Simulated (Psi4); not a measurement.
**UBP86/def2-SVP (Coulomb fitting set, sweep point 1) run of GaClF (SMILES [F][Ga][Cl])**

Aim: the vertical ionisation energy of GaClF at UBP86/def2-SVP (Coulomb fitting set, sweep point 1), from 2 runs. 

The results are computed with Psi4 1.11.

2 further runs of the same task are left out: 2 for a known fault of the program.

## 1. The system as given

GaClF has 3 atoms, charge 0, and is taken as a doublet. SMILES: `[F][Ga][Cl]`. The shape is that of a PBE0-D4/def2-TZVP optimisation.

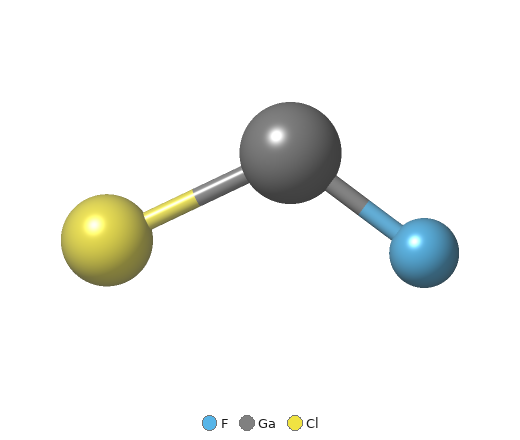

The structure, seen from a chosen angle (fluorine blue, gallium grey, chlorine yellow).

## 2. The energy at UBP86/def2-SVP (Coulomb fitting set, sweep point 1)

clfga.dat reads:

```
memory 1.6 GB

molecule {
  0 2
  F     -2.68548980     0.55916996    -1.42636528
  Ga     0.12547781     1.22756609     0.21202727
  Cl     2.53960294    -1.90919030     1.18920465
  units bohr
  symmetry c1
}

set basis def2-SVP
set reference uks
set puream true
set scf_type df
set dft_radial_points 99
set dft_spherical_points 590
set df_basis_scf def2-universal-jfit
set maxiter 150

e_tot, wfn = energy("bp86", return_wfn=True)
```

Started as:

```bash
$ psi4 clfga.dat clfga.out -n 1
```

clfga.out, cut to the lines that bear on the results:

```text
[...]
  Running in c1 symmetry.
[...]
  Nuclear repulsion =  237.378679143771194
[...]
  Multiplicity = 2
[...]
  Nalpha       = 29
  Nbeta        = 28
[...]
    Number of basis functions: 64
[...]
   @DF-UKS iter   1: -2482.63688227187959   -1.16692e+00   4.11776e-02 DIIS/ADIIS
[...]
   @DF-UKS iter  12: -2484.79284588677365   -2.18915e-09   9.62631e-08 DIIS
[...]
   @S^2 Observed:                7.516234148E-01
[...]
    Orbital Energies [Eh]
    ---------------------
    Alpha Occupied:
       1A   -371.062696     2A   -100.705866     3A    -45.383332
       4A    -40.239288     5A    -40.238001     6A    -40.237352
       7A    -24.264352     8A     -9.189538     9A     -7.018575
      10A     -7.010806    11A     -7.010197    12A     -5.317425
      13A     -3.648280    14A     -3.644649    15A     -3.643868
      16A     -1.027372    17A     -0.796598    18A     -0.781520
      19A     -0.781072    20A     -0.780375    21A     -0.775138
      22A     -0.734153    23A     -0.433984    24A     -0.367206
      25A     -0.342012    26A     -0.338722    27A     -0.299433
      28A     -0.295636    29A     -0.226947
    Alpha Virtual:
[...]
  @DF-UKS Final Energy: -2484.79284588677365
   => Energetics <=
    Nuclear Repulsion Energy =            237.3786791437711940
    One-Electron Energy =               -3931.1095343979141035
    Two-Electron Energy =                1323.0183193071961796
    DFT Exchange-Correlation Energy =    -114.0803099398269325
    Empirical Dispersion Energy =           0.0000000000000000
    VV10 Nonlocal Energy =                  0.0000000000000000
    Total Energy =                      -2484.7928458867736481
[...]
 Multipole Moments:
 ------------------------------------------------------------------------------------
     Multipole            Electronic (a.u.)      Nuclear  (a.u.)        Total (a.u.)
 ------------------------------------------------------------------------------------
 L = 1.  Multiply by 2.5417464519 to convert [e a0] to [Debye]
 Dipole X            :         -1.0544265            1.4061565            0.3517301
 Dipole Y            :          3.1589050           -2.5881039            0.5708011
 Dipole Z            :         -0.0000000           -0.0000000           -0.0000000
 Magnitude           :                                                    0.6704684
[...]
```

Wall time 6.6 s (1 thread of Intel Xeon Platinum 8488C (Sapphire Rapids), shared host); peak memory 0.44 GiB.

## 3. The singlet cation

clfga.dat reads:

```
memory 1.6 GB

molecule {
  1 1
  F     -2.68548980     0.55916996    -1.42636528
  Ga     0.12547781     1.22756609     0.21202727
  Cl     2.53960294    -1.90919030     1.18920465
  units au
  symmetry c1
}

set {
  basis                def2-SVP
  reference            rks
  puream               true
  scf_type             df
  dft_radial_points    99
  dft_spherical_points 590
  df_basis_scf         def2-universal-jfit
}

E, wfn = energy('bp86', return_wfn=True)
```

Started as:

```bash
$ psi4 -n 1 clfga.dat clfga.out
```

clfga.out, cut to the lines that bear on the results:

```text
[...]
  Running in c1 symmetry.
[...]
  Nuclear repulsion =  237.378679143771194
[...]
  Multiplicity = 1
[...]
  Nalpha       = 28
  Nbeta        = 28
[...]
    Number of basis functions: 64
[...]
   @DF-RKS iter   1: -2481.96875700436249   -4.98793e-01   4.19575e-02 DIIS/ADIIS
[...]
   @DF-RKS iter  13: -2484.43828242731706   -3.06495e-08   4.72848e-07 DIIS
[...]
    Orbital Energies [Eh]
    ---------------------
    Doubly Occupied:
       1A   -371.381218     2A   -100.983336     3A    -45.698797
       4A    -40.555167     5A    -40.554592     6A    -40.551385
       7A    -24.536828     8A     -9.464381     9A     -7.296688
      10A     -7.283866    11A     -7.283594    12A     -5.633186
      13A     -3.962537    14A     -3.962401    15A     -3.957648
      16A     -1.288864    17A     -1.101568    18A     -1.094767
      19A     -1.094285    20A     -1.091930    21A     -1.084088
      22A     -0.997799    23A     -0.692512    24A     -0.623834
      25A     -0.593728    26A     -0.591807    27A     -0.544153
      28A     -0.541316
[...]
  @DF-RKS Final Energy: -2484.43828242731706
   => Energetics <=
    Nuclear Repulsion Energy =            237.3786791437711940
    One-Electron Energy =               -3914.6211556345210738
    Two-Electron Energy =                1306.5267436837991681
    DFT Exchange-Correlation Energy =    -113.7225496203665216
    Empirical Dispersion Energy =           0.0000000000000000
    VV10 Nonlocal Energy =                  0.0000000000000000
    Total Energy =                      -2484.4382824273170627
[...]
 Multipole Moments:
 ------------------------------------------------------------------------------------
     Multipole            Electronic (a.u.)      Nuclear  (a.u.)        Total (a.u.)
 ------------------------------------------------------------------------------------
 L = 1.  Multiply by 2.5417464519 to convert [e a0] to [Debye]
 Dipole X            :         -0.7471469            1.4061565            0.6590096
 Dipole Y            :          3.7153691           -2.5881039            1.1272653
 Dipole Z            :         -0.0000000           -0.0000000           -0.0000000
 Magnitude           :                                                    1.3057644
[...]
```

It took 4.5 s on 1 thread of Intel Xeon Platinum 8488C (Sapphire Rapids), shared host; peak memory 0.45 GiB.

## 4. Summary of results

Level: UBP86/def2-SVP (Coulomb fitting set, sweep point 1).

```
                                          quantity           value
                       doublet GaClF: total energy  -2484.79285 Eh
                      doublet GaClF: dipole moment          1.70 D
 doublet GaClF: HOMO energy (highest over α and β)        -6.18 eV
  doublet GaClF: LUMO energy (lowest over α and β)        -5.09 eV
                               doublet GaClF: ⟨S²⟩           0.752
                      singlet cation: total energy  -2484.43828 Eh
                       singlet cation: HOMO energy       -14.73 eV
                       singlet cation: LUMO energy       -13.07 eV
                     singlet cation: HOMO–LUMO gap         1.66 eV
vertical ionisation energy (to the singlet cation)        9.648 eV
```

In words: The vertical ionisation energy comes to 9.65 eV (222 kcal/mol). Only the singlet of the ionised species was computed; a triplet could lie lower.
